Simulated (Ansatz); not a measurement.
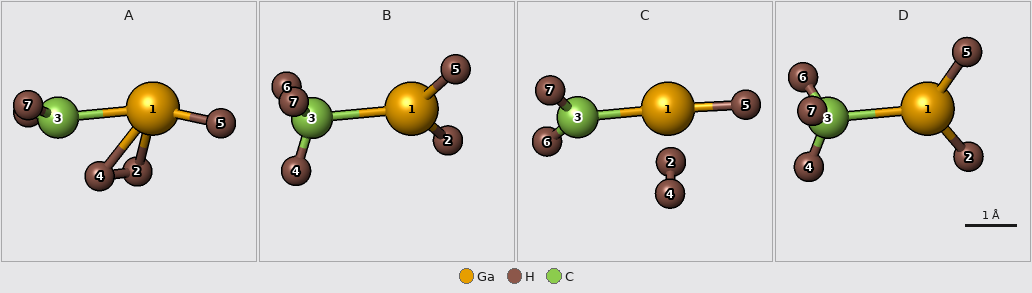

4 geometries from a converged minimum-energy path of CH5Ga, shuffled. A ball-and-stick model, seen from a free direction.

Method: RKS B3LYP-D4/def2-SVP in Ansatz. Settings: 5 movable images; climbing image; force threshold 0.03 eV/Å; iteration limit 60; starting path through a guess of the saddle point.

Which frame is the top of the path?

Answer. A. In order along the path, whose images run from 0 to 6: D (image 0, 0.00 eV), B (image 1, 0.00 eV), A (image 4, +3.21 eV), C (image 6, +2.58 eV). Breaking: C3–H4 (1.10 → 1.65 at the top → 2.99 Å), Ga1–H2 (1.58 → 1.83 at the top → 2.36 Å). Forming: H2–H4 (3.25 → 1.00 at the top → 0.77 Å).

The run took 4.9 min on 1 thread of Arm Neoverse N1 (shared host), peak memory 0.24 GiB.
